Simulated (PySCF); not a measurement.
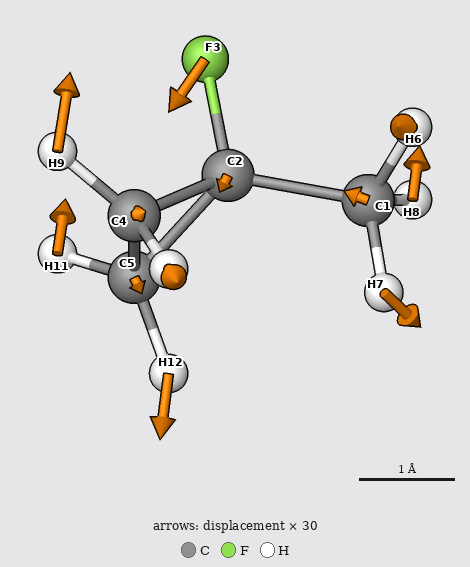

A relaxation of C4H7F. The starting structure is drawn; orange arrows show the displacements, magnified 30 times. The two geometries are superimposed by the best rigid fit.

Style: ball-and-stick. Shown from a free direction.

The start comes from GFN2-xTB.

Theory: PBE0-D3(BJ)/def2-SVP geometry optimisation, gas phase (PySCF 2.14.0, density-fitted response routines). 

### What did the optimiser do to the structure, and how much energy did it gain?

The atom that moves furthest after the best rigid fit is an H atom (0.030 Å). By element the largest moves are H 0.030 Å, F 0.023 Å, C 0.010 Å. Among the contacts that change: C–H 1.079 → 1.093 Å, C–F 1.377 → 1.368 Å, C–C 1.504 → 1.497 Å. After 3 geometry steps the energy has fallen by 0.031 eV. The largest force component goes from 0.59 to 0.011 eV/Å.
